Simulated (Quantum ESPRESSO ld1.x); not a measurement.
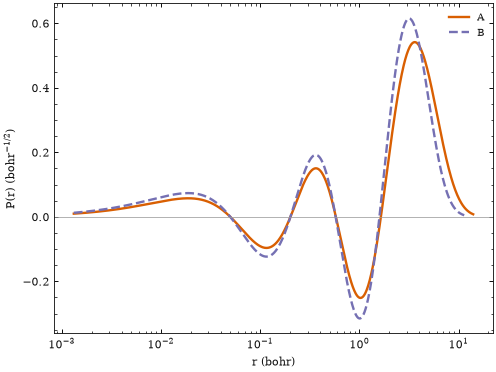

Two charge states of strontium were computed: Sr in [Kr] 5s2; Sr⁺ in [Ar] 3d10 4s1 4p6 5s2 (high spin). Method: scalar-relativistic Kohn-Sham, LDA (Slater exchange, Perdew-Zunger correlation), spin-polarised, spherical densities, point nucleus; computed with Quantum ESPRESSO ld1.x 7.5.

The plot shows P(r) = r R(r) of the 5s down orbital in both runs (large components where relativistic).

Which curve belongs to which run?

Answer. A is Sr in [Kr] 5s2 (⟨r⟩ = 4.27 bohr, eigenvalue −3.65 eV); B is Sr⁺ in [Ar] 3d10 4s1 4p6 5s2 (high spin) (⟨r⟩ = 3.56 bohr, eigenvalue −10.2 eV). Fewer electrons screen less, so the orbital shrinks.
